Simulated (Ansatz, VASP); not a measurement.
## Cross-check of Cd3SbP between VASP and Ansatz

One calculation is typed for both programs; each brings its own data sets. How far apart do they land? The cell is invented: As first built, before any earlier steps moved the atoms (in the runner's words): it takes the Ca3SbP structure with some of its atoms replaced by other elements, volume scaled by an estimate. It may not be a known or stable phase. The cell is taken from a series of VASP runs on this material, whose earlier steps may have relaxed, scaled or displaced it; both programs get it as it stands. Valence electrons are named where the data sets of a main pair hold unlike numbers.

Main program and level: Ansatz 0.2.0; plane waves, with VASP 6.6.1 beside it; band structure at LDA, spin-orbit coupling.

### Step 1. The starting structure

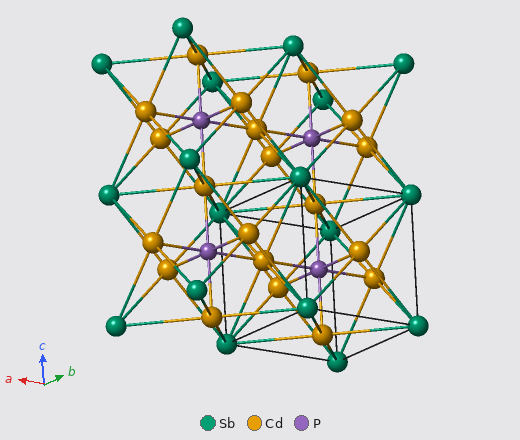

Start, viewed from a free direction; antimony teal, cadmium orange, phosphorus purple. 2×1×2 cells are drawn. Some periodic images of atoms are drawn too.

As a file:

```cif
data_structure
_symmetry_space_group_name_H-M 'Pm-3m'
_symmetry_Int_Tables_number 221
_cell_length_a 4.9387
_cell_length_b 4.9387
_cell_length_c 4.9387
_cell_angle_alpha 90.000
_cell_angle_beta 90.000
_cell_angle_gamma 90.000
_cell_volume 120.46
loop_
_atom_site_label
_atom_site_type_symbol
_atom_site_symmetry_multiplicity
_atom_site_Wyckoff_symbol
_atom_site_fract_x
_atom_site_fract_y
_atom_site_fract_z
_atom_site_occupancy
Sb1 Sb 1 a 0.00000 0.00000 0.00000 1
Cd1 Cd 3 c 0.00000 0.50000 0.50000 1
P1 P 1 b 0.50000 0.50000 0.50000 1
```

### Step 2. VASP: band structure, LDA, spin-orbit coupling

A single point gives forces, pressure and levels at one fixed geometry, so differences don't come from the geometry; what else differs is listed under the comparison.

Lines of VASP's logs that name or quote its potential files are left out, and so is its time.

Contents of INCAR:

```
SYSTEM = Cd3SbP
PREC = Accurate
ENCUT = 400
EDIFF = 1E-06
NELM = 100
ISMEAR = 0
SIGMA = 0.05
LREAL = .FALSE.
ALGO = Normal
GGA = CA
LNONCOLLINEAR = .TRUE.
MAGMOM = 0 0 0 0 0 0 0 0 0 0 0 0 0 0 0
NBANDS = 58
GGA_COMPAT = .FALSE.
LASPH = .TRUE.
LSORBIT = .TRUE.
LORBIT = 11
LWAVE = .FALSE.
LCHARG = .FALSE.
KPAR = 2
```

Contents of POSCAR:

```
Cd3SbP
1.0
    4.9387338245      0.0000000000      0.0000000000
    0.0000000000      4.9387338245      0.0000000000
    0.0000000000      0.0000000000      4.9387338245
Sb Cd P
1 3 1
Direct
    0.0000000000      0.0000000000      0.0000000000
    0.0000000000      0.5000000000      0.5000000000
    0.5000000000      0.0000000000      0.5000000000
    0.5000000000      0.5000000000      0.0000000000
    0.5000000000      0.5000000000      0.5000000000
```

Contents of KPOINTS:

```
Automatic mesh
0
Gamma
5 5 5
0 0 0
```

Contents of KPOINTS_OPT:

```
Line mode
16
Line-mode
Reciprocal
  0.00000000   0.00000000   0.00000000 GAMMA
  0.00000000   0.50000000   0.00000000 X

  0.00000000   0.50000000   0.00000000 X
  0.50000000   0.50000000   0.00000000 M

  0.50000000   0.50000000   0.00000000 M
  0.00000000   0.00000000   0.00000000 GAMMA

  0.00000000   0.00000000   0.00000000 GAMMA
  0.50000000   0.50000000   0.50000000 R

  0.50000000   0.50000000   0.50000000 R
  0.00000000   0.50000000   0.00000000 X

  0.50000000   0.50000000   0.00000000 M
  0.50000000   0.50000000   0.50000000 R
```

Potentials, in the order of the species: Sb, Cd and P (LDA family, release 64).

Started as:

```
$ mpirun -np 2 vasp_ncl
```

Numbers of over 12 decimals in the logs are rounded to 6 here.

Log:

```text
[banner, memory and clock lines left out]
running    2 mpi-ranks, on    1 nodes
 distrk:  each k-point on    1 cores,    2 groups
 distr:  one band on    1 cores,    1 groups

 POSCAR found type information on POSCAR SbCdP
 POSCAR found :  3 types and       5 ions
 LDA part: xc-table for (Slater(with rela. corr.)+CA(PZ))
 , standard interpolation
 POSCAR, INCAR and KPOINTS ok, starting setup
 FFT: planning ... GRIDC
 FFT: planning ... GRID_SOFT
 FFT: planning ... GRID
 WAVECAR not read
 entering main loop
       N       E                     dE             d eps       ncg     rms          rms(c)
DAV:   1     0.291571219901E+03    0.29157E+03   -0.18731E+04  1160   0.119E+03
DAV:   2     0.599368421590E-01   -0.29151E+03   -0.28297E+03  1258   0.345E+02
DAV:   3    -0.146086488409E+02   -0.14669E+02   -0.14450E+02  1286   0.826E+01
DAV:   4    -0.148109001648E+02   -0.20225E+00   -0.20108E+00  1306   0.766E+00
DAV:   5    -0.148137641030E+02   -0.28639E-02   -0.28611E-02  1268   0.971E-01    0.119E+01
DAV:   6    -0.137608638219E+02    0.10529E+01   -0.25958E+00  1282   0.153E+01    0.878E+00
DAV:   7    -0.137341140179E+02    0.26750E-01   -0.72298E-01  1244   0.415E+00    0.379E+00
DAV:   8    -0.137197289707E+02    0.14385E-01   -0.85358E-02  1238   0.286E+00    0.133E+00
DAV:   9    -0.137176228443E+02    0.21061E-02   -0.70897E-03  1220   0.726E-01    0.364E-01
DAV:  10    -0.137173812585E+02    0.24159E-03   -0.23417E-03  1224   0.436E-01    0.650E-02
DAV:  11    -0.137173243207E+02    0.56938E-04   -0.46297E-04  1216   0.212E-01    0.456E-02
DAV:  12    -0.137173212744E+02    0.30462E-05   -0.28896E-05  1236   0.276E-02    0.291E-02
DAV:  13    -0.137173199920E+02    0.12824E-05   -0.77533E-06   938   0.124E-02    0.141E-02
DAV:  14    -0.137173201723E+02   -0.18029E-06   -0.29674E-06  1036   0.145E-02
   1 F= -.13717320E+02 E0= -.13712873E+02  d E =-.889493E-02  mag=    -0.0000     0.0000    -0.0000
 Start KPOINTS_OPT (optional k-point list driver)
k-point batch [1-10\96]
       N       E                     dE             ncg
DAV:   1     0.138048676839E+04    0.37611E+03     1168
DAV:   2    -0.151690281788E+04   -0.28974E+04     1260
DAV:   3    -0.166647233745E+04   -0.14957E+03     1276
DAV:   4    -0.166829128951E+04   -0.18190E+01     1230
DAV:   5    -0.166831508687E+04   -0.23797E-01     1252
DAV:   6    -0.166831562199E+04   -0.53512E-03     1242
DAV:   7    -0.166831563697E+04   -0.14979E-04     1260
DAV:   8    -0.166831563740E+04   -0.42678E-06      876
[...]
k-point batch [91-96\96]
       N       E                     dE             ncg
DAV:   1     0.540786874316E+04   -0.67370E+04      696
DAV:   2     0.363528757374E+04   -0.17726E+04      764
DAV:   3     0.356521649512E+04   -0.70071E+02      778
DAV:   4     0.356463438612E+04   -0.58211E+00      860
DAV:   5     0.356462583796E+04   -0.85482E-02      824
DAV:   6     0.356462564489E+04   -0.19307E-03      872
DAV:   7     0.356462563936E+04   -0.55245E-05      832
DAV:   8     0.356462563922E+04   -0.14446E-06      632
```

Parts of OUTCAR (step 2):

```text
ion  position               nearest neighbor table
   1  0.000  0.000  0.000-   2 3.49   3 3.49   4 3.49   2 3.49   3 3.49   2 3.49   4 3.49   2 3.49
                             3 3.49   4 3.49   3 3.49   4 3.49
   2  0.000  0.500  0.500-   5 2.47   5 2.47   4 3.49   1 3.49   1 3.49   4 3.49   1 3.49   3 3.49
                             1 3.49   3 3.49   4 3.49   3 3.49   4 3.49   3 3.49
   3  0.500  0.000  0.500-   5 2.47   5 2.47   4 3.49   1 3.49   1 3.49   4 3.49   2 3.49   4 3.49
                             2 3.49   4 3.49   1 3.49   2 3.49   1 3.49   2 3.49
   4  0.500  0.500  0.000-   5 2.47   5 2.47   3 3.49   1 3.49   2 3.49   3 3.49   2 3.49   1 3.49
                             3 3.49   3 3.49   1 3.49   2 3.49   2 3.49   1 3.49
   5  0.500  0.500  0.500-   2 2.47   3 2.47   4 2.47   4 2.47   3 2.47   2 2.47

  LATTYP: Found a simple cubic cell.
 ALAT       =     4.9387338245

 Subroutine GETGRP returns: Found 48 space group operations
 (whereof 48 operations were pure point group operations)

The static configuration has the point symmetry O_h .

 Found     10 irreducible k-points:

   k-points           NKPTS =     10   k-points in BZ     NKDIM =     10   number of bands    NBANDS=     58

   dimension x,y,z NGX =    32 NGY =   32 NGZ =   32
   dimension x,y,z NGXF=    64 NGYF=   64 NGZF=   64

   ENCUT  =  400.0 eV  29.40 Ry    5.42 a.u.   8.05  8.05  8.05*2*pi/ulx,y,z

   NELECT =      46.0000    total number of electrons

 k-points in reciprocal lattice and weights: Automatic mesh
   0.00000000  0.00000000  0.00000000       0.008
   0.20000000  0.00000000  0.00000000       0.048
   0.40000000  0.00000000  0.00000000       0.048
   0.20000000  0.20000000  0.00000000       0.096
   0.40000000  0.20000000  0.00000000       0.192
   0.40000000  0.40000000  0.00000000       0.096
   0.20000000  0.20000000  0.20000000       0.064
   0.40000000  0.20000000  0.20000000       0.192
   0.40000000  0.40000000  0.20000000       0.192
   0.40000000  0.40000000  0.40000000       0.064

 average (electrostatic) potential at core
       1 -89.0917       2 -39.1009       3 -39.1009       4 -39.1009       5 -86.3779

 E-fermi :   3.7092

 k-point     1 :       0.0000    0.0000    0.0000
  band No.  band energies     occupation
    ...
     46       3.0871      1.00000
     47       3.6424      0.97067
     48       3.6424      0.97067
     49       3.6424      0.97067
     50       3.6424      0.97067
     51       3.8099      0.00220
     52       3.8099      0.00220
     53       8.7033      0.00000
     54       8.7033      0.00000
     55       8.7033      0.00000
    ...

 k-point     2 :       0.2000    0.0000    0.0000
  band No.  band energies     occupation
    ...
     44       2.7827      1.00000
     45       3.2141      1.00000
     46       3.2141      1.00000
     47       3.5814      0.99985
     48       3.5814      0.99985
     49       4.1164      0.00000
     50       4.1164      0.00000
     51       5.5089      0.00000
     52       5.5089      0.00000
     53       7.4926      0.00000
    ...

 k-point     3 :       0.4000    0.0000    0.0000
  band No.  band energies     occupation
    ...
     44       2.9992      1.00000
     45       3.0377      1.00000
     46       3.0377      1.00000
     47       3.3501      1.00000
     48       3.3501      1.00000
     49       6.3033      0.00000
     50       6.3033      0.00000
     51       6.6078      0.00000
     52       6.6078      0.00000
     53       7.1719      0.00000
    ...

  Total       -0.0960030     -0.0960030     -0.0960030      0.0000000      0.0000000     -0.0000000
  in kB       -1.2768756     -1.2768756     -1.2768756      0.0000000      0.0000000     -0.0000000
  external PRESSURE =      -1.2768756 kB  Pullay stress =       0.0000000 kB

  energy-cutoff  :      400.00
  volume of cell :      120.46
      direct lattice vectors                 reciprocal lattice vectors
     4.938733824  0.000000000  0.000000000     0.202481048  0.000000000  0.000000000
     0.000000000  4.938733824  0.000000000     0.000000000  0.202481048  0.000000000
     0.000000000  0.000000000  4.938733824     0.000000000  0.000000000  0.202481048

 POSITION                                       TOTAL-FORCE (eV/Angst)
 -----------------------------------------------------------------------------------
      0.00000      0.00000      0.00000         0.000000      0.000000      0.000000
      0.00000      2.46937      2.46937         0.000000      0.000000      0.000000
      2.46937      0.00000      2.46937         0.000000      0.000000      0.000000
      2.46937      2.46937      0.00000         0.000000      0.000000      0.000000
      2.46937      2.46937      2.46937         0.000000      0.000000      0.000000
 -----------------------------------------------------------------------------------
    total drift:                                0.000000     -0.000000     -0.000000

  FREE ENERGIE OF THE ION-ELECTRON SYSTEM (eV)
  ---------------------------------------------------
  free  energy   TOTEN  =       -13.7173201723 eV

  energy  without entropy=      -13.7084252382  energy(sigma->0) =      -13.71287271

 Spin-Orbit-Coupling matrix elements
 Ion:    1  E_soc:     -0.1885345
 Ion:    2  E_soc:     -0.0594776
 Ion:    3  E_soc:     -0.0594776
 Ion:    4  E_soc:     -0.0594776
 Ion:    5  E_soc:     -0.0006613

 total charge
# of ion       s       p       d       tot
------------------------------------------
    1        1.200   1.172   0.011   2.384
    2        0.528   0.281   9.515  10.325
    3        0.528   0.281   9.515  10.325
    4        0.528   0.281   9.515  10.325
    5        1.062   1.492   0.000   2.554
--------------------------------------------------
tot          3.847   3.508  28.557  35.913

 magnetization (x)
# of ion       s       p       d       tot
------------------------------------------
    1        0.000   0.000  -0.000  -0.000
    2        0.000   0.000   0.000   0.000
    3        0.000   0.000   0.000   0.000
    4        0.000  -0.000   0.000  -0.000
    5        0.000   0.000   0.000   0.000
--------------------------------------------------
tot          0.000   0.000  -0.000   0.000

 magnetization (y)
# of ion       s       p       d       tot
------------------------------------------
    1       -0.000   0.000  -0.000  -0.000
    2        0.000   0.000  -0.000  -0.000
    3        0.000   0.000   0.000   0.000
    4        0.000   0.000   0.000   0.000
    5        0.000   0.000   0.000   0.000
--------------------------------------------------
tot          0.000   0.000  -0.000   0.000

 magnetization (z)
# of ion       s       p       d       tot
------------------------------------------
    1        0.000   0.000  -0.000  -0.000
    2        0.000  -0.000   0.000  -0.000
    3        0.000   0.000   0.000   0.000
    4        0.000   0.000   0.000   0.000
    5        0.000   0.000   0.000   0.000
--------------------------------------------------
tot          0.000  -0.000   0.000   0.000

[... 3 further parts left out ...]
```

The run ends at a pressure of -0.13 GPa.

[end of part 1 of 2]

[Lines on the potential files, build, host, timing and source positions are cut from VASP's logs without a mark.]

[Logs are printed without paths, hosts, clocks, repeated set-up lines and the standing remarks that a program may print on its own settings, such as how far it seeks lower states.]

[Hosts, paths, dates, database ids (printed as entryN), source tags and the programs' standing remarks are cut or masked in the printed files.]
